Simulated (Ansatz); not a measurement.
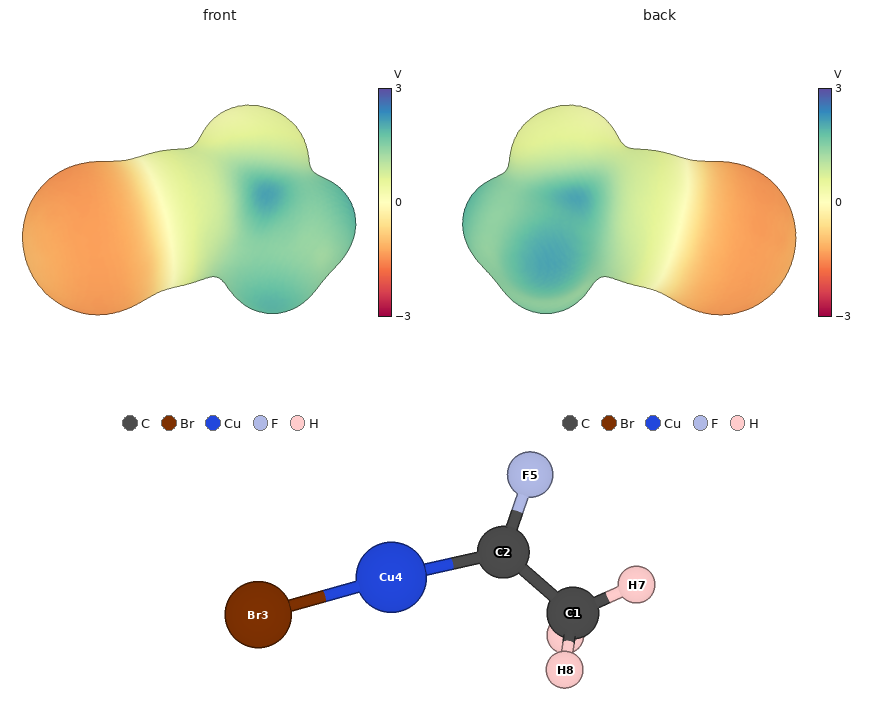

Figure. C2H3BrCuF (SMILES C[C+](F)[Cu-][Br]). The molecular electrostatic potential painted on the density surface at 0.002 e/bohr³, seen from the front and from behind; the colour scale runs from red (negative) to blue (positive). The bare structure is drawn below in the same view.

Geometry: PBE0-D3(BJ)/def2-SVP.

Theory: Ansatz, isolated molecule in a Gaussian basis; Kohn-Sham density functional theory, functional PBE0.

Input

```
crystal:
  periodic: [false, false, false]
  atoms:
    - symbol: C
      position_ang: [-0.368126, 0.406102, 0.714466]
    - symbol: C
      position_ang: [0.712983, -0.527169, 1.064685]
    - symbol: Br
      position_ang: [3.231969, -2.322540, -1.584290]
    - symbol: Cu
      position_ang: [1.882462, -1.363170, -0.097358]
    - symbol: F
      position_ang: [0.725424, -0.745907, 2.350224]
    - symbol: H
      position_ang: [-1.212151, -0.234948, 0.387808]
    - symbol: H
      position_ang: [-0.705671, 1.022945, 1.561070]
    - symbol: H
      position_ang: [-0.094054, 1.010611, -0.161423]
basis:
  gaussian: {orbitals: def2-TZVPD}
hamiltonian: {xc: pbe0}
output: {forces: true, orbitals: {seedname: orbitals}}
```

Run with:

```sh
ansatz run input.yaml --threads 2 --pin off --max-ram 4350MiB --events-out events.jsonl --progress --plain --runs-dir runs
```

**Which sites attract a positive test charge, and which a negative one?**

A positive charge is drawn to the negative regions and a negative charge to the positive ones. The most negative region (about −1.4 V, or −32 kcal/mol for a unit charge) lies over Br3, the most positive (about +2.1 V, or +48 kcal/mol for a unit charge) over C2 and H6.

**How polar is the molecule by this calculation?**

Its dipole moment is 7.36 D.
